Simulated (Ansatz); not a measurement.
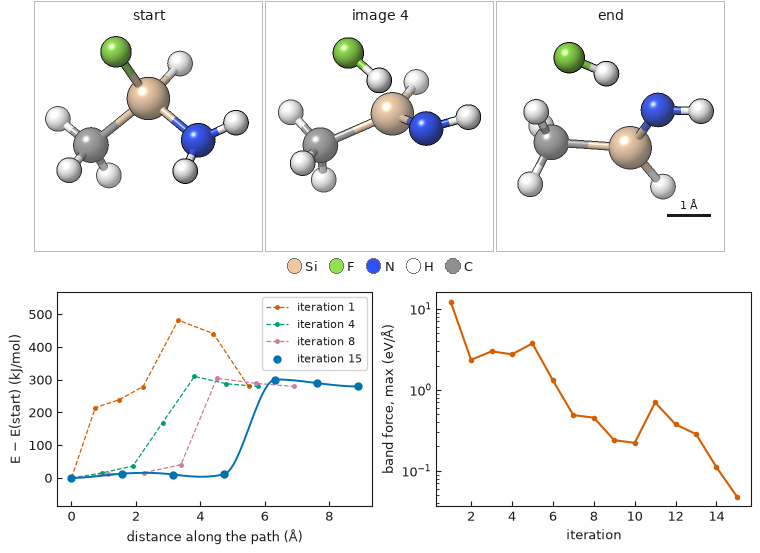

NEB run on CH$_{6}$FNSi. Images are numbered from 0 (start) to 6 (end). The plot follows the band through its iterations. A ball-and-stick model, seen at a tilt.

These are results of RKS BLYP/def2-SVP (Ansatz), not measurements. Set-up: 5 movable images; climbing image; force threshold 0.05 eV/Å; iteration limit 60; starting path through a guess of the saddle point.

### Judge this run.

The run is converged, with reservations. The band converged in 15 iterations. The largest component of the band force went from 12 to 0.048 eV/Å. The climbing image converged on the top of the path. Its vibrational analysis gives one imaginary mode (107i cm⁻¹), as a transition state must have. The first iteration put the highest image at 482.3 kJ/mol. The highest point, image 4, lies 300.6 kJ/mol above the start and 21.1 kJ/mol above the end; the end is at +279.5 kJ/mol relative to the start.
